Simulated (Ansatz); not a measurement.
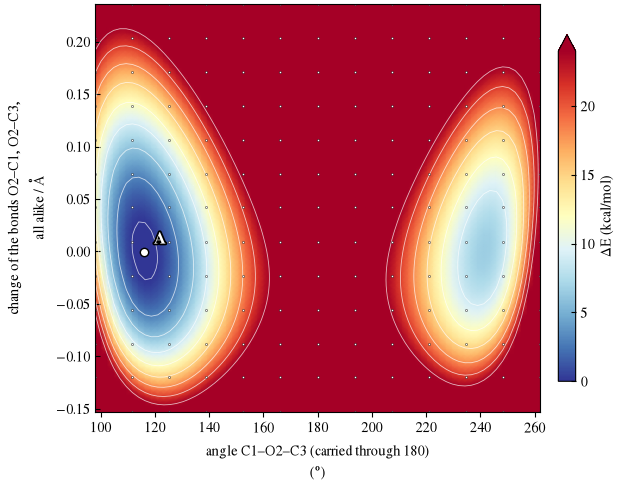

C2H7NOSi, SMILES COC=N[SiH3]. The first coordinate is: angle C1–O2–C3 (carried through 180); the second: change of the bonds O2–C1, O2–C3, all alike. Nothing is relaxed (all other coordinates rigid). The grid has 13 × 13 points. Points are written as (first, second). All energies are given in kcal/mol relative to the lowest grid point. The calculation used RKS PBE-D4/def2-SVP in Ansatz.

In the figure: a smooth colour map with a few white contour lines, dots at the grid points, one colour for all values above the top of the scale, the well A. Between grid points the surface is interpolated.

### Estimate the position of the minimum and the force constants in these coordinates. Take the well at A.

The interpolated minimum is at the first coordinate ≈ 116.1°, the second coordinate ≈ 0.000 Å. The curvatures there are about 9.4 eV/rad² and 77 eV/Å², with a cross term of about 6.5 eV/(rad·Å). Round the minimum the valley is somewhat tilted: raising the first coordinate shifts the best value of the second coordinate downwards (coupling k₁₂/√(k₁₁k₂₂) about 0.2). (1 eV is 23.1 kcal/mol.)
